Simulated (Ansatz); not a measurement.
**Bands, cutoff and cost in G0W0 for SiGe (zincblende [001] superlattice) (Pmma)**

Aim: see how the G0W0 gap of SiGe (zincblende [001] superlattice) (Pmma) on LDA moves with empty bands and screening cutoff, and what each rung costs.

Calculated with Ansatz 0.2.0; G0W0 on LDA, plane waves, PAW; PAW set soft_1.

The structure was built from a prototype and need not be the compound's stable phase.

### 1. The structure

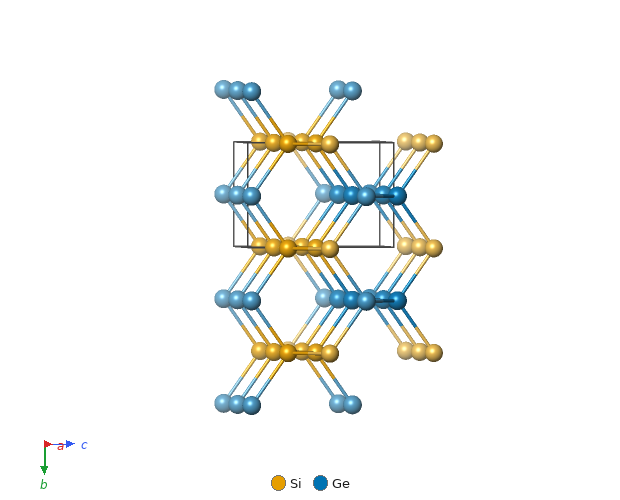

The starting structure, seen from the side, with the c axis across the page (silicon orange, germanium blue). 2×2×1 cells are drawn. Some periodic images of atoms are drawn too.

The structure was relaxed with LDA. The runs that relaxed it are not among those shown.

### 2. 70 empty bands, screening to 52 eV

G0W0 replaces the xc potential by the self-energy, built once from these orbitals. Only a window of levels is corrected, while the sums run over the empty bands that the input names. This step takes PAW set soft_1 files.

Contents of input.yaml:

```yaml
crystal:
  lattice:
    - [3.8928407089, 0.0, 0.0]
    - [0.0, 3.8992725039, 0.0]
    - [0.0, 0.0, 5.4823038652]
  atoms:
    - { symbol: Si, position: [0.0, 0.0, 0.1246594636] }
    - { symbol: Si, position: [0.5, 0.0, 0.3649525715] }
    - { symbol: Ge, position: [0.5, 0.5, 0.6142127145] }
    - { symbol: Ge, position: [0.0, 0.5, 0.8753722404] }
kpoints:
  mp_grid: { grid: [6, 6, 4] }
hamiltonian:
  xc: lda
  pseudopotentials: { kind: paw, azcp: { folder: soft_1 }, xc_functional: pbe }
scf:
  occupations: { method: fixed }
gw:
  n_empty_bands: 70
  ecut_chi: 52
  qp_bands: [v2, c2]
  qp_kpoints: band_edges
  screening: { model: contour_deformation }
```

On the command line:

```sh
> ansatz run input.yaml --threads 3 --pin off --max-ram 92160MiB --backend cuda --events-out ev --progress --plain --runs-dir out --devices 1 --max-vram 13GiB
```

Numbers of over 12 decimals in the logs are rounded to 6 here.

What it wrote:

```text
Warning: the atoms were moved onto the symmetric positions of the space group found under crystal.symmetry.tolerance 1.0e-5 (fractional; no operation is sought that the atoms, as they stand in a round, miss by more than twice it, and no atom is moved by as much as it), and the run uses the moved positions. Before a round's move an operation carried an atom to 7.42e-5 Å from where it should land, the largest such dist [...]
GPUs: using 1 of 1 available (devices: 1).
Engine: ansatz 0.2.0, x86_64-unknown-linux-gnu
Pseudopotentials: kind: paw
Pseudopotential: Si, paw, valence charge 4, recommended cutoff 420 eV (normal), soft_1/Si.paw.azcp
Pseudopotential: Ge, paw, valence charge 14, recommended cutoff 420 eV (normal), soft_1/Ge.paw.azcp
Functional definition: SPW92
  exchange = slater_x
  correlation = pw_c
device memory: the entry about to start is reckoned to put 1.4 GiB on a device that reports 41.8 GiB free (of which the cap on the GPU budget leaves the run 13.0 GiB)
GPU FFT provider: cuFFT
GPU libraries: cuBLAS 13.8.2, cuFFT 12.4.0, cuSOLVER 12.3.4
Crystal: 4 atoms, lattice volume = 83.217 Å³
Basis set: ecut = 420 eV, 1659 PW (Γ)
Bands: 22, of which v1, the nominal top of the filled ones, is band 18 counted from 1 (17 counted from 0)
Symmetry: 8 space group operations
Space group: Pmma (ITA 51), of the structure as read, at distance tolerance 4.4e-5 Å
k-points: 48 of 144
Non-local potential: Si, projectors of the file, l = 0: 2, l = 1: 2, l = 2: 1
Non-local potential: Ge, projectors of the file, l = 0: 2, l = 1: 2, l = 2: 3, l = 3: 1
PAW form: soft (Blöchl's): semilocal exchange-correlation on the pseudo side does not see the compensation charge
PAW frozen core: Si, regenerated for the run's functional, and the local potential with it (the file was generated under x = pbe(κ = 0.804, μ = 0.219515), c = pbe(β = 0.066725))
PAW frozen core: Ge, regenerated for the run's functional, and the local potential with it (the file was generated under x = pbe(κ = 0.804, μ = 0.219515), c = pbe(β = 0.066725))
PAW one-centre angular grid: Si, 110 points (default); XC on 64 Gauss nodes
PAW one-centre angular grid: Ge, 590 points (default); XC on 64 Gauss nodes
Initial density: superposition of atomic densities (chi_scale 0.1, normalization cell, long waves kept (reshape's long-wave potential 0.01 eV rms))
Initial wavefunctions: pseudopotential atomic-orbital guess
GPU buffer pool allocated for 29160 grid points (all kernels)
GPU transforms: local potential and band sums: pruned to the plane-wave sphere, on 27×27×40
Functional: x = slater, c = lda
SCF iter   1: F=—  HF=-9649.107673 eV  |F-HF|=—  |Δ(HF+E_count)|=         —  Δρ=4.22e-2  dr2=1.40e0  ethr=3.10e-3  ⟨swp⟩=4.9  Hψ=4750  notcnv=0  defer=82
preconditioner: auto → Resta (q_TF=auto, 2.373 Å⁻¹)  ε∞=2.7  [insulator: Δε(μ)=0.500 eV  Ē_g=18.578 eV  n_scr=20 (ndim 8)  ℏωp=24.4 eV  f_vac=0.000  ε∞_Penn≈2.7]
SCF iter   2: F=—  HF=-9648.816923 eV  |F-HF|=—  |Δ(HF+E_count)|=   2.91e-1  Δρ=2.34e-2  dr2=4.27e-1  ethr=3.10e-3  ⟨swp⟩=2.0  Hψ=1538  notcnv=0  defer=90
SCF iter   3: F=—  HF=-9648.703010 eV  |F-HF|=—  |Δ(HF+E_count)|=   1.14e-1  Δρ=2.42e-3  dr2=7.80e-3  ethr=1.19e-3  ⟨swp⟩=2.1  Hψ=1510  notcnv=0  defer=89
SCF iter   4: F=—  HF=-9648.697032 eV  |F-HF|=—  |Δ(HF+E_count)|=   5.98e-3  Δρ=1.32e-3  dr2=1.05e-3  ethr=2.17e-5  ⟨swp⟩=2.9  Hψ=2092  notcnv=0  defer=96
SCF iter   5: F=—  HF=-9648.697052 eV  |F-HF|=—  |Δ(HF+E_count)|=   1.93e-5  Δρ=4.62e-4  dr2=1.55e-4  ethr=2.93e-6  ⟨swp⟩=2.0  Hψ=2208  notcnv=0  defer=96
SCF iter   6: F=—  HF=-9648.697137 eV  |F-HF|=—  |Δ(HF+E_count)|=   8.52e-5  Δρ=4.70e-5  dr2=2.22e-6  ethr=4.30e-7  ⟨swp⟩=1.8  Hψ=1223  notcnv=0  defer=69
SCF iter   7: F=-9648.697138 eV  HF=-9648.697138 eV  |F-HF|=1.87e-8  |Δ(HF+E_count)|=   1.45e-6  Δρ=7.10e-6  dr2=2.88e-8  ethr=2.78e-10  ⟨swp⟩=3.8  Hψ=4257  notcnv=0
SCF 1 converged in 7 iterations: F = -9648.697138 eV  dr2 = 2.88e-8
  greatest PAW one-centre occupation: 0.998 electrons in one spin orbital (limit 2), on the Ge atom at site 3 (counted from 0), in its partial waves of l = 2
device memory: the entry about to start is reckoned to put 1.5 GiB (of the 1.6 GiB reckoned in all, the device holds 0.1 GiB already) on a device that reports 41.6 GiB free (of which the cap on the GPU budget leaves the run 12.9 GiB)
NSCF: frozen V_eff on 48 k-points, pencils in batches of 32, up to order 88
the band table was solved once the SCF had ended and its energy, with any forces and stress, was formed, with the checks that follow a solve (5102 applications of the Hamiltonian). They found nothing against the state; the energy, forces and stress were not computed again (output.eigenvalues in the input reference)
device memory: the entry about to start is reckoned to put 2.3 GiB on a device that reports 41.8 GiB free (of which the cap on the GPU budget leaves the run 13.0 GiB)
NSCF: frozen V_eff on 48 k-points
G₀W₀ screening: q 1/48
[... further progress lines ...]
SCF converged after 7 iterations
Free energy (F): -9648.697138 eV
Harris-Foulkes:  -9648.697138 eV  (|F-HF|=1.87e-8)
Internal energy: -9648.697138 eV  (E = F + TS)
E sigma→0 (E₀):  -9648.697138 eV
Fermi energy:    7.534341 eV
--- Per-component energies (eV) ---
  E_band       = -308.208731
  E_kinetic    = 269.242572
  E_local      = -5183.502501  (includes V_loc(G=0)·N_el)
  E_nonlocal   = 490.599191
  E_hartree    = 2470.105752
  E_xc         = -255.413596
  E_vxc        = -228.141277  (∫ρ·V_xc dr)
  E_paw        = -4840.014379  (= ΣΔE_a)
  E_vpaw       = -596.620385  (= ΣTr[D̂ρ^β])
  E_aug_tail   = 0.000116  (compensation charges beyond the density's cutoff)
  E_ewald      = -2603.699608
  E_core_change = 3.985315  (= ΣΔE_core)
  E_smearing   = -0.000000  (= −TS)
  E_closure    = 0.000000  (closes the sum)
  Σ components = -9648.697138   (vs F -9648.697138, Δ=0.00e0)
--- Band table (eV; the first three rows and the last of 48) ---
  k-point 0: bands = [... 14 lower, 4.4133, 7.4004, 7.4733, 7.5343, 7.9872, 8.2067, 9.2517, 10.0177]
  k-point 1: bands = [... 14 lower, 4.6753, 5.7492, 6.6011, 6.6603, 7.8825, 8.8572, 9.5650, 10.7743]
  k-point 2: bands = [... 14 lower, 5.2303, 5.4270, 5.4582, 5.7047, 8.1625, 8.6672, 10.4064, 10.6206]
  k-point 47: bands = [... 14 lower, 3.4396, 3.4396, 3.5370, 3.5370, 11.7607, 11.7607, 11.9914, 11.9914]
--- G₀W₀: contour deformation, 8 samples at zero and on the imaginary axis and 1 off it, 144 q-points, 70 empty bands' worth ---
  eigenvalues of the whole cell's RPA ε∞ on this k-mesh (on a slab, of 1 + 4πα/V) = 15.9754, 20.7827, 20.8095; static W/v taken at q = 0 is 0.052494
  gw.qp_kpoints: band_edges: 15 of 48 stored k-points solved, in 1 pass; an edge of the gap read off the rows below is read off those points alone
    valence top: of the k-points left out ik 6 came nearest to being solved in a further pass, in band 18 (counted from 1, as in the quasiparticle table): it holds the edge there only if its correction is more favourable than any solved in that band by at least 0.655 eV; those differ by 0.188 eV
    conduction bottom: of the k-points left out ik 42 came nearest to being solved in a further pass, in band 20 (counted from 1, as in the quasiparticle table): it holds the edge there only if its correction is more favourable than any solved in that band by at least 0.550 eV; those differ by 0.530 eV
  `?` marks the rows in doubt; gw_qp.tsv's column doubts and the gw_qp event give each row's grounds
    ik  band        ε_KS         Σx   Σc(E_QP)       V_xc       Z   E_QP_lin       E_QP  E_QP is
     0    17      7.4733   -15.1697     1.0902   -14.2893  0.7677     7.6823     7.6831  root
     0    18      7.5343   -15.1365     1.0659   -14.2975  0.7685     7.7604     7.7613  root
     0    19      7.9872    -7.0641    -3.4981   -11.0708  0.7744     8.4819     8.4958  root
     0    20      8.2067    -7.9021    -3.2758   -11.5659  0.7728     8.6046     8.5947  root ?
     1    17      6.6011   -14.7390     1.2822   -13.6035  0.7605     6.7473     6.7478  root
     1    18      6.6603   -14.7086     1.2480   -13.6249  0.7618     6.8241     6.8247  root
     1    19      7.8825    -7.1985    -3.3880   -11.0690  0.7744     8.3474     8.3650  root
     1    20      8.8572    -6.5255    -3.8194   -10.7712  0.7675     9.3058     9.2835  root ?
     2    17      5.4582   -14.9048     1.8210   -13.1766  0.7492     5.5508     5.5510  root
     2    18      5.7047   -14.8775     1.6394   -13.3593  0.7539     5.8254     5.8258  root
     2    19      8.1625    -7.1327    -3.4837   -11.1347  0.7683     8.6670     8.6808  root
     2    20      8.6672    -7.5936    -3.4511   -11.5354  0.7738     9.1419     9.1578  root
     3    17      6.5752   -14.3796     1.1302   -13.4087  0.7611     6.7339     6.7344  root
     3    18      7.3850   -15.1665     1.1228   -14.2650  0.7672     7.6055     7.6063  root
     3    19      8.2677    -6.8141    -3.6209   -10.8626  0.7728     8.7188     8.6953  root ?
     3    20      9.8195    -9.8209    -3.8560   -14.5946  0.7608    10.7409    10.7372  root
     4    17      6.6939   -14.8454     1.2720   -13.7442  0.7623     6.8641     6.8647  root
     4    18      6.8639   -14.8065     1.0966   -13.9083  0.7634     7.0616     7.0623  root
     4    19      8.5110    -6.9642    -3.6093   -11.0711  0.7697     8.9930     9.0085  root
     4    20      9.2814    -9.4605    -3.5787   -13.8437  0.7662    10.0851    10.0860  root
     7    17      6.1330   -14.7806     1.4088   -13.5095  0.7559     6.2704     6.2708  root
     7    18      6.6275   -15.1198     1.3650   -13.9329  0.7617     6.8049     6.8056  root
     7    19      8.8313    -9.3344    -3.4952   -13.5966  0.7683     9.5959     9.5984  root
     7    20      9.0845    -7.2839    -3.7642   -11.6243  0.7667     9.6527     9.6607  root
    11    17      6.2209   -15.2639     1.4840   -13.9295  0.7594     6.3700     6.3705  root
    11    18      6.4662   -15.3525     1.4179   -14.1325  0.7645     6.6633     6.6641  root
    11    19      7.8512    -9.9345    -3.1854   -14.0008  0.7751     8.7298     8.7322  root
[...]
12    19      8.3236    -7.0581    -3.5768   -11.0514  0.7741     8.7580     8.7402  root ?
[...]
38    17      6.1873   -15.0665     1.5244   -13.6745  0.7565     6.3193     6.3197  root
    38    18      6.1873   -15.0665     1.5244   -13.6745  0.7565     6.3193     6.3197  root
    38    19      8.3091    -9.4355    -3.3981   -13.5934  0.7714     9.0656     9.0689  root
    38    20      8.3091    -9.4355    -3.3981   -13.5934  0.7714     9.0656     9.0689  root
    45    17      4.5213   -15.1186     2.1509   -13.0070  0.7361     4.5606     4.5607  root
    45    18      4.5213   -15.1186     2.1509   -13.0070  0.7361     4.5606     4.5607  root
    45    19      7.8115    -7.1107    -3.3969   -11.0026  0.7767     8.2908     8.3066  root
    45    20      7.8115    -7.1107    -3.3969   -11.0026  0.7767     8.2908     8.3066  root
```

Elapsed: 22 s, on 1 × NVIDIA H100 80GB HBM3 (shared by 6 runs) with 3 threads of AMD EPYC 7R13 (Zen 3), shared host; peak memory 1.2 GiB.

This step gave:

- bands summed: 88
- RPA ε∞ on this mesh (eigenvalues): 15.98, 20.78, 20.81
- plane waves in the screening matrix: 67
- q-points in the mesh: 144
- G0W0 gap on the mesh: 0.5453 eV
- k of the valence top: 0, 0, 0
- k of the conduction bottom: -0.5, -0.5, 0
- starting gap on the mesh: 0.2772 eV
- Z at the valence top: 0.7685
- Z at the conduction bottom: 0.7767
- least direct G0W0 gap on the computed points: 0.7345 eV

The gap on the mesh goes from 0.28 eV to 0.55 eV, a correction of +0.27 eV. Between the two edge states, bare exchange in place of the xc potential would open the gap by 4.73 eV, and correlation takes back 4.46 eV.

### 3. 280 empty bands, screening to 130 eV

Bands and screening cutoff are moved together, since each hides the error of the other.

input.yaml: that of step 2 with these lines changed.

```diff
@@ -18,4 +18,4 @@
 gw:
-  n_empty_bands: 70
-  ecut_chi: 52
+  n_empty_bands: 280
+  ecut_chi: 130.0
   qp_bands: [v2, c2]
```

What it wrote:

```text
[...]
GPUs: using 1 of 1 available (devices: 1).
[...]
GPU FFT provider: cuFFT
GPU libraries: cuBLAS 13.8.2, cuFFT 12.4.0, cuSOLVER 12.3.4
Crystal: 4 atoms, lattice volume = 83.217 Å³
Basis set: ecut = 420 eV, 1659 PW (Γ)
Bands: 22, of which v1, the nominal top of the filled ones, is band 18 counted from 1 (17 counted from 0)
[... 1 set-up line as in the run before ...]
[...]
k-points: 48 of 144
[...]
GPU buffer pool allocated for 29160 grid points (all kernels)
[...]
SCF iter   1: F=—  HF=-9649.107673 eV  |F-HF|=—  |Δ(HF+E_count)|=         —  Δρ=4.22e-2  dr2=1.40e0  ethr=3.10e-3  ⟨swp⟩=4.9  Hψ=4750  notcnv=0  defer=82
[...]
SCF iter   7: F=-9648.697138 eV  HF=-9648.697138 eV  |F-HF|=1.87e-8  |Δ(HF+E_count)|=   1.45e-6  Δρ=7.10e-6  dr2=2.88e-8  ethr=2.78e-10  ⟨swp⟩=3.8  Hψ=4257  notcnv=0
SCF 1 converged in 7 iterations: F = -9648.697138 eV  dr2 = 2.88e-8
[...]
NSCF: frozen V_eff on 48 k-points, pencils in batches of 32, up to order 88
[...]
NSCF: frozen V_eff on 48 k-points
G₀W₀ screening: q 1/48
[... further progress lines ...]
SCF converged after 7 iterations
Free energy (F): -9648.697138 eV
[...]
Internal energy: -9648.697138 eV  (E = F + TS)
E sigma→0 (E₀):  -9648.697138 eV
Fermi energy:    7.534341 eV
[...]
--- Band table (eV; the first three rows and the last of 48) ---
  k-point 0: bands = [... 14 lower, 4.4133, 7.4004, 7.4733, 7.5343, 7.9872, 8.2067, 9.2517, 10.0177]
  k-point 1: bands = [... 14 lower, 4.6753, 5.7492, 6.6011, 6.6603, 7.8825, 8.8572, 9.5650, 10.7743]
  k-point 2: bands = [... 14 lower, 5.2303, 5.4270, 5.4582, 5.7047, 8.1625, 8.6672, 10.4064, 10.6206]
  k-point 47: bands = [... 14 lower, 3.4396, 3.4396, 3.5370, 3.5370, 11.7607, 11.7607, 11.9914, 11.9914]
[...]
0    17      7.4733   -15.1697     0.6036   -14.2893  0.7632     7.1937     7.1965  root
     0    18      7.5343   -15.1365     0.5710   -14.2975  0.7640     7.2639     7.2664  root
     0    19      7.9872    -7.0641    -3.8044   -11.0708  0.7727     8.1908     8.1895  root
     0    20      8.2067    -7.9021    -3.5455   -11.5659  0.7708     8.3253     8.3250  root
     1    17      6.6011   -14.7390     0.8472   -13.6035  0.7570     6.3094     6.3128  root
     1    18      6.6603   -14.7086     0.8058   -13.6249  0.7584     6.3795     6.3825  root
     1    19      7.8825    -7.1985    -3.6909   -11.0690  0.7725     8.0631     8.0622  root
     1    20      8.8572    -6.5255    -4.0642   -10.7712  0.7658     9.0397     9.0387  root
[...]
3    20      9.8195    -9.8209    -4.3487   -14.5946  0.7573    10.2688    10.2444  root ?
[...]
4    20      9.2814    -9.4605    -4.0250   -13.8437  0.7633     9.6472     9.6397  root ?
[...]
11    19      7.8512    -9.9345    -3.6684   -14.0008  0.7729     8.2620     8.2492  root ?
[...]
30    17      4.9318   -14.9021     1.6322   -12.9266  0.7358     4.5817     4.5884  root ?
    30    18      4.9342   -14.9364     1.6304   -12.9638  0.7366     4.5855     4.5921  root ?
[...]
38    19      8.3091    -9.4355    -3.8164   -13.5934  0.7686     8.6564     8.6505  root
    38    20      8.3091    -9.4355    -3.8164   -13.5934  0.7686     8.6564     8.6505  root
    45    17      4.5213   -15.1186     1.7687   -13.0070  0.7338     4.1717     4.1785  root ?
    45    18      4.5213   -15.1186     1.7687   -13.0070  0.7338     4.1717     4.1785  root ?
    45    19      7.8115    -7.1107    -3.7040   -11.0026  0.7751     8.0004     7.9994  root
    45    20      7.8115    -7.1107    -3.7040   -11.0026  0.7751     8.0004     7.9994  root
```

It took 43 s on 1 × NVIDIA H100 80GB HBM3 (shared by 6 runs) with 3 threads; peak memory 2.1 GiB.

Numbers from this step:

| Property | Result |
| --- | --- |
| bands summed | 298 |
| RPA ε∞ on this mesh (eigenvalues) | 15.57, 20.31, 20.31 |
| plane waves in the screening matrix | 287 |
| q-points in the mesh | 144 |
| G0W0 gap on the mesh | 0.7330 eV |
| k of the valence top | 0, 0, 0 |
| k of the conduction bottom | -0.5, -0.5, 0 |
| starting gap on the mesh | 0.2772 eV |
| Z at the valence top | 0.7640 |
| Z at the conduction bottom | 0.7751 |
| least direct G0W0 gap on the computed points | 0.9231 eV |

Against the run with 6×6×4 mesh, 70 empty bands, screening to 52 eV, PAW set soft_1 files, the gap moves by +0.19 eV.

### 4. Side by side

Times are wall times on 1 × NVIDIA H100 80GB HBM3 (shared by 6 runs) with 3 threads of AMD EPYC 7R13 (Zen 3), shared host, good to a factor of about two.

| mesh | files | frequency | bands summed | cutoff (eV) | start (eV) | G0W0 (eV) | time | host memory (GiB) |
| --- | --- | --- | --- | --- | --- | --- | --- | --- |
| 6×6×4 | PAW set soft_1 | contour deformation | 88 | 52 | 0.277 | 0.545 | 22 s | 1.2 |
| 6×6×4 | PAW set soft_1 | contour deformation | 298 | 130 | 0.277 | 0.733 | 43 s | 2.1 |

The parts of the quasiparticle energy at the two band edges (eV; QP = start + Σx + Σc − Vxc):

| run | edge | start | Σx | Σc | Vxc | Z | QP |
| --- | --- | --- | --- | --- | --- | --- | --- |
| 88 bands | valence top | 7.53 | -15.14 | 1.07 | -14.30 | 0.77 | 7.76 |
| 88 bands | conduction bottom | 7.81 | -7.11 | -3.40 | -11.00 | 0.78 | 8.31 |
| 298 bands | valence top | 7.53 | -15.14 | 0.57 | -14.30 | 0.76 | 7.27 |
| 298 bands | conduction bottom | 7.81 | -7.11 | -3.70 | -11.00 | 0.78 | 8.00 |

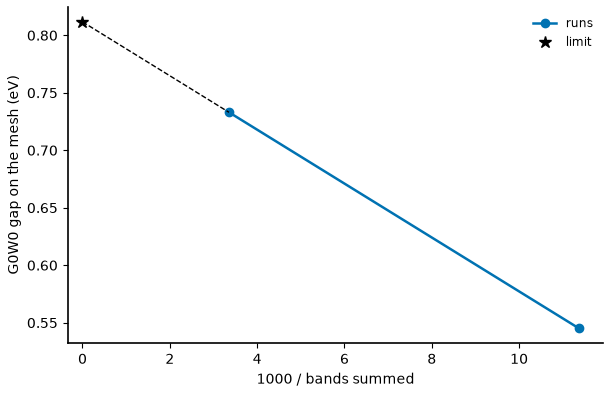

The gap against one over the number of bands; the dashed line carries the two highest rungs to the limit.

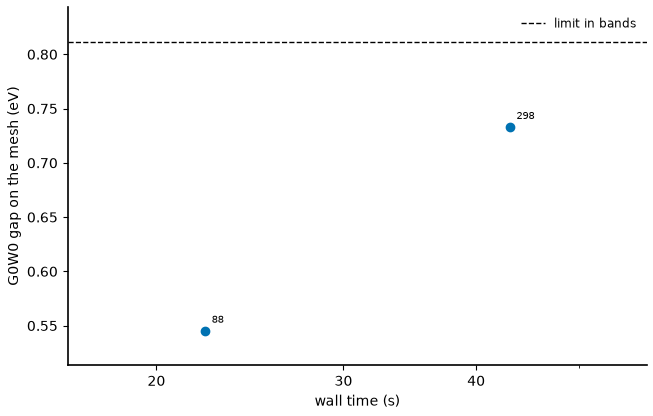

Result against wall time.

### 5. Outcome

| Quantity | Value |
| --- | --- |
| 88 bands, 52 eV | 0.545 eV |
| 298 bands, 130 eV | 0.733 eV |
| estimated limit in bands and cutoff | 0.81 eV |
| mesh and start | 6×6×4, LDA |

What this shows: A line in one over the bands through the two rungs gives 0.81 eV, +0.08 eV from the top rung; with two points alone it is an unchecked estimate. The rungs stand 0.27 eV (88 bands) and 0.08 eV (298 bands) from it. From 88 to 298 bands the gap moves by +0.19 eV. Σc changes by −0.49 eV at the valence top and −0.31 eV at the conduction bottom, so the levels themselves move more than the gap between them. The 6×6×4 mesh is coarse for this cell (its supercell is 22 Å along the shortest edge). The RPA ε∞ on it, from the LDA start, is 15.57 and 20.31; such meshes misread the long-range screening, most where the gap is narrow. The many-body steps are scalar-relativistic: spin-orbit coupling is not in them.

[Paths, hosts, dates, memory and timing lines, banners, echoed tables and standing remarks are left out of the program output.]

[Logs are printed without paths, hosts, clocks, repeated set-up lines and the standing remarks that a program may print on its own settings, such as how far it seeks lower states.]

[Runs of the session that timed out or met a known fault of the program may be left out.]

[Cells called generated may have been cut or substituted from an entry of the Crystallography Open Database or the Materials Project.]

[Hosts, paths, dates, database ids (printed as entryN), source tags and the programs' standing remarks are cut or masked in the printed files.]
